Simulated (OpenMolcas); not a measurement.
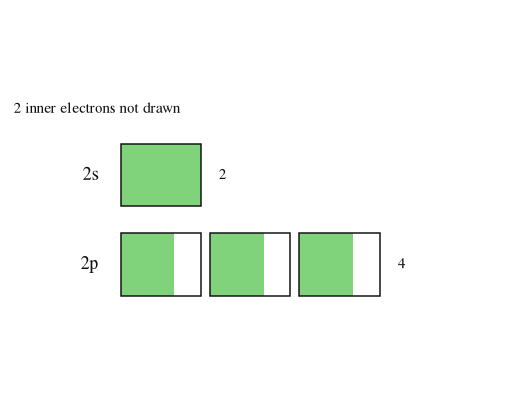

*The outer shells of the leading configuration of the lowest level: a box for each of the 2l + 1 orbitals, shaded by the share of the shell that is filled, with the electron count at the right.*

## Multiconfigurational calculation, with input and output: F⁺

F⁺. Computed at this level: state-averaged SS-CASPT2, IPEA shift 0.25, imaginary shift 0.1 hartree, closed shells 1s correlated, active space 6 electrons in the shells 2s 2p 3s 3p, basis ANO-RCC, DKH2 scalar Hamiltonian, spin-orbit coupling by RASSI with atomic mean-field integrals (OpenMolcas).

## Results in brief

- outcome: converged
- lowest level: 2s² 2p⁴ ³P₂
- first excited level: 2s² 2p⁴ ³P₁, 309 cm⁻¹ (measured: 341)
- energy of the lowest spin-free term: −99.14096 hartree
- energy of the lowest spin-orbit level: −99.14167 hartree
- CASPT2 correlation energy: −0.1593 hartree
- largest spread among components of a term: 7.0 cm⁻¹
- lowest reference weight: 0.971
- hardware: 1 thread of Intel Xeon (Granite Rapids), 16 GiB of memory available, shared host
- wall time: 12 s

## Notes

The run is of multi-state type; this report uses its single-state energies. Limits: incomplete terms left out; extra active shells serve correlation only, their own levels not computed; only configurations of the active space are included.

## Input
```
&GATEWAY
Coord
1

F 0.0 0.0 0.0
Basis=ANO-RCC
Group=XYZ
NoMove
AngMom=0.0 0.0 0.0
AMFI
&SEWARD
&RASSCF
FileOrb=start.orb
Symmetry=1
Spin=3
nActEl=6 0 0
Inactive=1 0
Ras2=1 3
CIRoot=3 3 1
SDav=3
CIMx=300
Iter=120 100
PrWF=0.3
OrbListing=Nothing
MaxOrb=0
Atom
>>> COPY $Project.JobIph JOBPRE
&RASSCF
FileOrb=start.orb
Symmetry=1
Spin=3
nActEl=6 0 0
Inactive=1 0
Ras2=2 6
CIRoot=3 3 1
SDav=744
CIMx=300
Iter=120 100
PrWF=0.3
OrbListing=Nothing
MaxOrb=0
Atom
>>> COPY $Project.JobIph JOB001
&RASSCF
FileOrb=start.orb
Symmetry=1
Spin=1
nActEl=6 0 0
Inactive=1 0
Ras2=2 6
CIRoot=6 6 1
SDav=616
CIMx=300
Iter=120 100
PrWF=0.3
OrbListing=Nothing
MaxOrb=0
Atom
>>> COPY $Project.JobIph JOB002
&RASSCF
FileOrb=start.orb
Symmetry=2
Spin=3
nActEl=6 0 0
Inactive=1 0
Ras2=2 6
CIRoot=3 3 1
SDav=768
CIMx=300
Iter=120 100
PrWF=0.3
OrbListing=Nothing
MaxOrb=0
Atom
>>> COPY $Project.JobIph JOB003
&RASSCF
FileOrb=start.orb
Symmetry=2
Spin=1
nActEl=6 0 0
Inactive=1 0
Ras2=2 6
CIRoot=3 3 1
SDav=560
CIMx=300
Iter=120 100
PrWF=0.3
OrbListing=Nothing
MaxOrb=0
Atom
>>> COPY $Project.JobIph JOB004
&RASSI
NrOfJobIphs=4 3 6 3 3
1 2 3
1 2 3 4 5 6
1 2 3
1 2 3
IphNames
JOB001
JOB002
JOB003
JOB004
EJob
SpinOrbit
DIPRint=1.0
SOCoupling=1000.0
Subsets=2
MEES
Property=10
'ANGMOM' 1 'ANGMOM' 2 'ANGMOM' 3 'MLTPL  1' 1 'MLTPL  1' 2 'MLTPL  1' 3
'AMFI' 1 'AMFI' 2 'AMFI' 3 'MLTPL  2' 6
SOProperty=3
'ANGMOM' 1 'ANGMOM' 2 'ANGMOM' 3
>>> COPY JOB001 $Project.JobIph
&CASPT2
Multistate=3 1 2 3
Frozen=0 0
IPEA=0.25
Imaginary=0.1
MaxIter=60
WThr=0.0 0.3 0.05
PrWF=0.5
NoMix
>>> COPY JOB002 $Project.JobIph
&CASPT2
Multistate=6 1 2 3 4 5 6
Frozen=0 0
IPEA=0.25
Imaginary=0.1
MaxIter=60
WThr=0.0 0.3 0.05
PrWF=0.5
NoMix
>>> COPY JOB003 $Project.JobIph
&CASPT2
Multistate=3 1 2 3
Frozen=0 0
IPEA=0.25
Imaginary=0.1
MaxIter=60
WThr=0.0 0.3 0.05
PrWF=0.5
NoMix
>>> COPY JOB004 $Project.JobIph
&CASPT2
Multistate=3 1 2 3
Frozen=0 0
IPEA=0.25
Imaginary=0.1
MaxIter=60
WThr=0.0 0.3 0.05
PrWF=0.5
NoMix
```

The file start.orb holds starting orbitals from an earlier step. A driver script formed the levels outside the program, from RASSI's spin-orbit matrix and the CASPT2 energies (for multi-state variants, the effective Hamiltonian), averaged over the components of each term or state. The log and the time are those of the CASPT2 step.

Launched with:
```bash
OMP_NUM_THREADS=1 MOLCAS_MEM=2252 MOLCAS_PROJECT=a pymolcas a.inp > a.log  # once for each step of the input, in one work folder
```

## Output (extracts)
```
--- CASPT2 ---
Orbital specifications:
      -----------------------

      Symmetry species                           1   2
                                                ag  au
      Frozen orbitals                            0   0
      Inactive orbitals                          1   0
      Active orbitals                            2   6
      Secondary orbitals                        43  36
      Deleted orbitals                           0   0
      Number of basis functions                 46  42
Type of calculation                        MS-CASPT2
      Fock operator                              state-specific
      IPEA shift                                 0.25
      Real shift                                 0.00
      Imaginary shift                            0.10
      The input orbitals will be transformed to quasi-canonical
Reference energy:         -98.9816369934
      E2 (Non-variational):      -0.1592993569
      Shift correction:          -0.0000272669
      E2 (Variational):          -0.1593266238
      Total energy:             -99.1409636171
      Residual norm:              0.0000003727
      Reference weight:           0.98476
      Contributions to the CASPT2 correlation energy
      Active & Virtual Only:         -0.1159891875
      One Inactive Excited:          -0.0172800820
      Two Inactive Excited:          -0.0260300873
Reference energy:         -98.9816369934
      E2 (Non-variational):      -0.1592939602
      Shift correction:          -0.0000272589
      E2 (Variational):          -0.1593212190
      Total energy:             -99.1409582124
      Residual norm:              0.0000003727
      Reference weight:           0.98476
      Contributions to the CASPT2 correlation energy
      Active & Virtual Only:         -0.1159837642
      One Inactive Excited:          -0.0172801086
      Two Inactive Excited:          -0.0260300874
::    CASPT2 Root  1     Total energy:    -99.14096362
::    CASPT2 Root  2     Total energy:    -99.14095821
::    CASPT2 Root  3     Total energy:    -99.14095639
::    MS-CASPT2 Root  1     Total energy:    -99.14096362
::    MS-CASPT2 Root  2     Total energy:    -99.14095821
::    MS-CASPT2 Root  3     Total energy:    -99.14095639
--- CASPT2 ---
Orbital specifications:
      -----------------------

      Symmetry species                           1   2
                                                ag  au
      Frozen orbitals                            0   0
      Inactive orbitals                          1   0
      Active orbitals                            2   6
      Secondary orbitals                        43  36
      Deleted orbitals                           0   0
      Number of basis functions                 46  42
Type of calculation                        MS-CASPT2
      Fock operator                              state-specific
      IPEA shift                                 0.25
      Real shift                                 0.00
      Imaginary shift                            0.10
      The input orbitals will be transformed to quasi-canonical
Reference energy:         -98.8783407085
      E2 (Non-variational):      -0.1671000037
      Shift correction:          -0.0000302501
      E2 (Variational):          -0.1671302538
      Total energy:             -99.0454709624
      Residual norm:              0.0000006336
      Reference weight:           0.98346
      Contributions to the CASPT2 correlation energy
      Active & Virtual Only:         -0.1239516508
      One Inactive Excited:          -0.0169624271
      Two Inactive Excited:          -0.0261859258
Reference energy:         -98.8783407085
      E2 (Non-variational):      -0.1670836265
      Shift correction:          -0.0000302051
      E2 (Variational):          -0.1671138316
      Total energy:             -99.0454545401
      Residual norm:              0.0000006504
      Reference weight:           0.98346
      Contributions to the CASPT2 correlation energy
      Active & Virtual Only:         -0.1239352314
      One Inactive Excited:          -0.0169624774
      Two Inactive Excited:          -0.0261859177
::    CASPT2 Root  1     Total energy:    -99.04547096
::    CASPT2 Root  2     Total energy:    -99.04545454
::    CASPT2 Root  3     Total energy:    -99.04548655
::    CASPT2 Root  4     Total energy:    -99.04545544
::    CASPT2 Root  5     Total energy:    -99.04547782
::    CASPT2 Root  6     Total energy:    -98.93771547
::    MS-CASPT2 Root  1     Total energy:    -99.04576109
::    MS-CASPT2 Root  2     Total energy:    -99.04569441
::    MS-CASPT2 Root  3     Total energy:    -99.04551060
::    MS-CASPT2 Root  4     Total energy:    -99.04529113
::    MS-CASPT2 Root  5     Total energy:    -99.04510408
::    MS-CASPT2 Root  6     Total energy:    -98.93769947
--- CASPT2 ---
Orbital specifications:
      -----------------------

      Symmetry species                           1   2
                                                ag  au
      Frozen orbitals                            0   0
      Inactive orbitals                          1   0
      Active orbitals                            2   6
      Secondary orbitals                        43  36
      Deleted orbitals                           0   0
      Number of basis functions                 46  42
Type of calculation                        MS-CASPT2
      Fock operator                              state-specific
      IPEA shift                                 0.25
      Real shift                                 0.00
      Imaginary shift                            0.10
      The input orbitals will be transformed to quasi-canonical
Reference energy:         -98.1904414290
      E2 (Non-variational):      -0.1918109290
      Shift correction:          -0.0001235271
      E2 (Variational):          -0.1919344562
      Total energy:             -98.3823758852
      Residual norm:              0.0000007355
      Reference weight:           0.97108
      Contributions to the CASPT2 correlation energy
      Active & Virtual Only:         -0.1464151390
      One Inactive Excited:          -0.0185378620
      Two Inactive Excited:          -0.0268579281
Reference energy:         -98.1904414290
      E2 (Non-variational):      -0.1918109291
      Shift correction:          -0.0001235271
      E2 (Variational):          -0.1919344562
      Total energy:             -98.3823758852
      Residual norm:              0.0000007355
      Reference weight:           0.97108
      Contributions to the CASPT2 correlation energy
      Active & Virtual Only:         -0.1464151390
      One Inactive Excited:          -0.0185378620
      Two Inactive Excited:          -0.0268579281
::    CASPT2 Root  1     Total energy:    -98.38237589
::    CASPT2 Root  2     Total energy:    -98.38237589
::    CASPT2 Root  3     Total energy:    -98.38237589
::    MS-CASPT2 Root  1     Total energy:    -98.38237589
::    MS-CASPT2 Root  2     Total energy:    -98.38237589
::    MS-CASPT2 Root  3     Total energy:    -98.38237589
--- CASPT2 ---
Orbital specifications:
      -----------------------

      Symmetry species                           1   2
                                                ag  au
      Frozen orbitals                            0   0
      Inactive orbitals                          1   0
      Active orbitals                            2   6
      Secondary orbitals                        43  36
      Deleted orbitals                           0   0
      Number of basis functions                 46  42
Type of calculation                        MS-CASPT2
      Fock operator                              state-specific
      IPEA shift                                 0.25
      Real shift                                 0.00
      Imaginary shift                            0.10
      The input orbitals will be transformed to quasi-canonical
Reference energy:         -97.9822534140
      E2 (Non-variational):      -0.1736906204
      Shift correction:          -0.0000448561
      E2 (Variational):          -0.1737354765
      Total energy:             -98.1559888905
      Residual norm:              0.0000003479
      Reference weight:           0.98009
      Contributions to the CASPT2 correlation energy
      Active & Virtual Only:         -0.1314661849
      One Inactive Excited:          -0.0148521017
      Two Inactive Excited:          -0.0273723338
Reference energy:         -97.9820455399
      E2 (Non-variational):      -0.1743461538
      Shift correction:          -0.0000480992
      E2 (Variational):          -0.1743942530
      Total energy:             -98.1564397929
      Residual norm:              0.0000003523
      Reference weight:           0.97977
      Contributions to the CASPT2 correlation energy
      Active & Virtual Only:         -0.1321257304
      One Inactive Excited:          -0.0148482120
      Two Inactive Excited:          -0.0273722113
::    CASPT2 Root  1     Total energy:    -98.15598889
::    CASPT2 Root  2     Total energy:    -98.15643979
::    CASPT2 Root  3     Total energy:    -98.15643977
::    MS-CASPT2 Root  1     Total energy:    -98.15643979
::    MS-CASPT2 Root  2     Total energy:    -98.15643977
::    MS-CASPT2 Root  3     Total energy:    -98.15598889
```

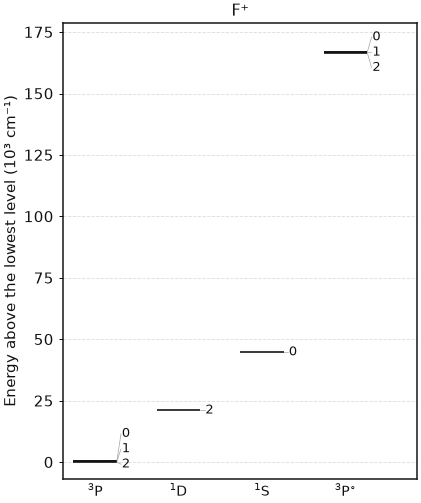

*Level diagram of F⁺.*

The lowest level is 2s² 2p⁴ ³P₂. The first excited level, 2s² 2p⁴ ³P₁, lies at 309 cm⁻¹. The ground term spreads over 457 cm⁻¹ in the order J = 2, 1, 0, an inverted multiplet. Among those computed, the lowest level of opposite parity, 2s 2p⁵ ³P°₂, is at 166,000 cm⁻¹. The leading LS term holds 100 % of a level on average. The ground level has g = 1.501. Spin-orbit coupling puts the ground level 156 cm⁻¹ below the lowest spin-free term.

```
Configuration  Level  E (cm⁻¹)  Landé g
      2s² 2p⁴    ³P₂         0    1.501
      2s² 2p⁴    ³P₁       309    1.501
      2s² 2p⁴    ³P₀       457        –
      2s² 2p⁴    ¹D₂    21,120    1.000
      2s² 2p⁴    ¹S₀    44,770        –
       2s 2p⁵   ³P°₂   166,500    1.501
       2s 2p⁵   ³P°₁   166,800    1.501
       2s 2p⁵   ³P°₀   166,900        –
```
